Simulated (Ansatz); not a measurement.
# H3S+ (sulfonium): levels of theory compared

We compute a comparison of 6 runs (BHLYP/3-21G, BLYP/6-31G, PBE0/3-21G, UPBE/3-21G, r2SCAN/6-31G, UCCSD(T)/6-31G) of H3S+ (sulfonium). 

The calculation is run with Ansatz 0.2.0.

9 further runs of the same task are left out: 7 that didn't finish, 2 set aside as unsound or not needed.

### Step 1. The system as given

H3S+: 4 atoms, total charge +1, spin state singlet. As SMILES, `[SH3+]`. The H2–S1 distance was set to 1.694 Å, away from the relaxed value.

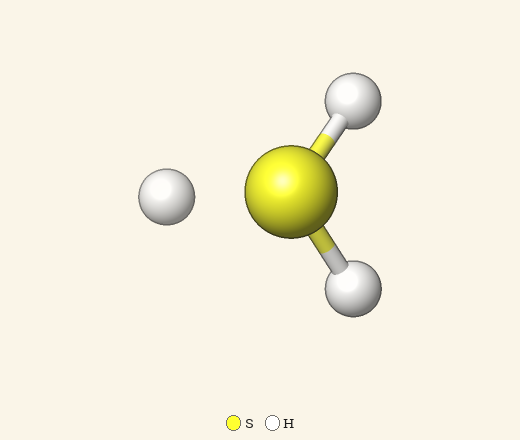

Viewed from a chosen angle; sulfur yellow, hydrogen white.

### Step 2. A single-point energy at BHLYP/3-21G (run 1)

File molecule.yaml:

```yaml
crystal:
  periodic: [false, false, false]
  atoms:
    - {symbol: S, position_ang: [0.165024, -0.196365, -0.741017]}
    - {symbol: H, position_ang: [0.848020, 0.280920, 0.734350]}
    - {symbol: H, position_ang: [-0.630746, -1.133385, -0.170037]}
    - {symbol: H, position_ang: [-0.792096, 0.762465, -0.708507]}
basis:
  gaussian: {orbitals: 3-21G.json}
accuracy: high
magnetization: {spin_polarized: false, initial_magnetization: 0}
hamiltonian: {xc: {name: BHLYP}}
total_charge: 1
```

The basis set 3-21G is read from a file made from the Basis Set Exchange's data (not shown).

On the command line:

```bash
$ ansatz run molecule.yaml --threads 1 --pin off --max-ram 2610MiB --events-out events.jsonl --progress --plain --runs-dir runs
```

Log:

```text
Warning: RAYON_NUM_THREADS=1 ignored (pool sized by the plan → 1); use --threads N
Functional definition: BHLYP
  name "BHLYP"
  parameter a = 0.5
  exchange = (1 - a)*b88_x + a*exact_x
  correlation = lyp_c
362 factors; integrals over basis functions are off by at most 4.5e-9 eV
mean field evaluation 1: about -10818.0043 eV, gradient 2.2e1 eV
mean field evaluation 2: about -10818.7189 eV, gradient 1.8e1 eV
mean field evaluation 4: about -10819.7456 eV, gradient 6.6e-2 eV
mean field evaluation 8: about -10819.7296 eV, gradient 3.9e-4 eV
mean field -10819.72956115 eV, -397.6177274963 hartree, gradient 2.1e-8 eV, S^2 0.000000; 0 other end points of the search recorded, 0 dependent functions left out
reference -10819.72957845 eV, -397.6177281320 hartree; 9, 9 occupied and 10, 10 virtual orbitals, 362 factors
Total energy: -10819.72957845 eV, -397.6177281320 hartree
```

Wall time 0.52 s (1 thread of Arm Neoverse V2, shared host).

### Step 3. The energy at BLYP/6-31G (run 2)

File molecule.yaml:

```yaml
crystal:
  periodic: [false, false, false]
  atoms:
    - symbol: S
      position_ang: [0.165024, -0.196365, -0.741017]
    - symbol: H
      position_ang: [0.848020, 0.280920, 0.734350]
    - symbol: H
      position_ang: [-0.630746, -1.133385, -0.170037]
    - symbol: H
      position_ang: [-0.792096, 0.762465, -0.708507]
basis:
  gaussian: {orbitals: 6-31G}
total_charge: 1
accuracy: high
hamiltonian: {xc: {name: BLYP}}
```

On the command line:

```bash
$ ansatz run molecule.yaml --threads 1 --pin off --max-ram 2610MiB --events-out events.jsonl --progress --plain --runs-dir runs
```

Log:

```text
Warning: RAYON_NUM_THREADS=1 ignored (pool sized by the plan → 1); use --threads N
Functional definition: BLYP
  name "BLYP"
  parameter beta = 0.0042
  parameter a = 0.04918
  parameter b = 0.132
  parameter c = 0.2533
  parameter d = 0.349
  exchange = b88_x(beta = beta)
  correlation = lyp_c(a = a, b = b, c = c, d = d)
409 factors; integrals over basis functions are off by at most 3.3e-9 eV
mean field evaluation 1: about -10869.5254 eV, gradient 3.0e1 eV
mean field evaluation 2: about -10863.9473 eV, gradient 4.8e1 eV
mean field evaluation 4: about -10872.8529 eV, gradient 1.2e0 eV
mean field evaluation 8: about -10872.8471 eV, gradient 7.6e-4 eV
mean field -10872.84709756 eV, -399.5697609549 hartree, gradient 9.4e-8 eV, S^2 0.000000; 0 other end points of the search recorded, 0 dependent functions left out
reference -10872.84713321 eV, -399.5697622651 hartree; 9, 9 occupied and 10, 10 virtual orbitals, 409 factors
Total energy: -10872.84713321 eV, -399.5697622651 hartree
```

It took 0.63 s on 1 thread of Arm Neoverse V2, shared host.

Runs 3 to 5 aren't shown in full; the table further down has their settings and results.

### Step 4. A single-point energy at UCCSD(T)/6-31G (run 6)

File job.yaml:

```yaml
crystal:
  periodic: [false, false, false]
  atoms:
    - {symbol: S, position_ang: [0.165024, -0.196365, -0.741017]}
    - {symbol: H, position_ang: [0.848020, 0.280920, 0.734350]}
    - {symbol: H, position_ang: [-0.630746, -1.133385, -0.170037]}
    - {symbol: H, position_ang: [-0.792096, 0.762465, -0.708507]}
basis:
  gaussian: {orbitals: 6-31G}
scf: {omitted_lower_state_checks: [cluster_reference, increment]}
total_charge: 1
accuracy: high
correlation: {method: ccsd_t, frozen_orbitals: {H: 0, S: 5}}
magnetization: {spin_polarized: true, initial_magnetization: 0}
```

On the command line:

```bash
$ ansatz run job.yaml --threads 1 --pin off --max-ram 2610MiB --events-out events.jsonl --progress --plain --runs-dir runs
```

Log, shortened:

```text
Warning: RAYON_NUM_THREADS=1 ignored (pool sized by the plan → 1); use --threads N
Functional definition: HF
  name "HF"
[...]
409 factors; integrals over basis functions are off by at most 3.3e-9 eV
[...]
mean field -10853.14248988 eV, -398.8456299790 hartree, gradient 1.5e-8 eV, S^2 0.000000; 2 other end points of the search recorded, 0 dependent functions left out
5 core orbitals not correlated: weight in the atoms' cores, before any rotation towards them, 1.000 or more for the frozen orbitals, at most 0.000 for the correlated occupied ones
reference -10853.14248988 eV, -398.8456299790 hartree; 4, 4 occupied and 10, 10 virtual orbitals, 409 factors
second order -1.95246850 eV of doubles, -0.00000000 eV of singles
cycle   1  -2.34058609 eV  change   -3.9e-1 eV  update   5.8e-2
[...]
cycle  19  -2.57621371 eV  change  -2.3e-10 eV  update  2.1e-10
perturbative correction -0.02116964 eV, -0.0007779699 hartree
Total energy: -10855.73987323 eV, -398.9410820564 hartree
Checks for a lower state left out: cluster_reference, increment
```

It took 0.26 s on 1 thread of Arm Neoverse V2, shared host.

### Step 5. All runs side by side

| run | level | frozen core orbitals | energy (Eh) | wall time |
| --- | --- | --- | --- | --- |
| 1 | BHLYP/3-21G | – | -397.617728 | 0.52 s |
| 2 | BLYP/6-31G | – | -399.569762 | 0.63 s |
| 3 | PBE0/3-21G | – | -397.482477 | 0.52 s |
| 4 | UPBE/3-21G | – | -397.451529 | 0.86 s |
| 5 | r2SCAN/6-31G | – | -399.539418 | 1.5 s |
| 6 | UCCSD(T)/6-31G | 5 | -398.941082 | 0.26 s |

### Step 6. Summary of results

| quantity | value |
| --- | --- |
| run 6: total energy | -398.94108 Eh |
| run 6: correlation energy (5 core orbitals frozen) | -95.5 mEh |
| run 6: (T) correction | -0.78 mEh |
| run 6: T1 diagnostic | 0.012 |

Totals of different functionals can't be ranked against each other. All runs together took 4.3 s, the longest 1.5 s.
